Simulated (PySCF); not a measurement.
Vertical excitations of a molecule C₂H₃ClF₂Si from TDDFT-PBE/def2-SVPD (PySCF), as energy in eV (oscillator strength): 5.50 (0.030), 5.64 (0.144), 6.05 (0.004), 6.41 (0.001), 6.78 (0.003), 7.20 (0.007), 7.29 (0.015), 7.40 (0.005), 7.45 (0.038), 7.59 (0.005). Lowest triplet (TDA): 3.81 eV. Coordinates come from a PBE-D3(BJ)/def2-SVP optimisation. The values are those of a single conformer.

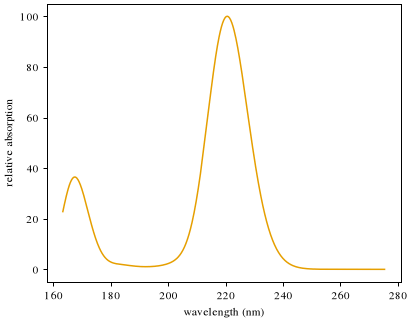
*The lines broadened by 0.4 eV.*

**Question.** Which molecule gave these data?
A) F/C=C(/Cl)[SiH2]F
B) F[SiH](F)/C=C\Cl
C) F/C([SiH3])=C(\F)Cl
D) F[SiH2]/C=C(/F)Cl

**Answer.** B, F[SiH](F)/C=C\Cl
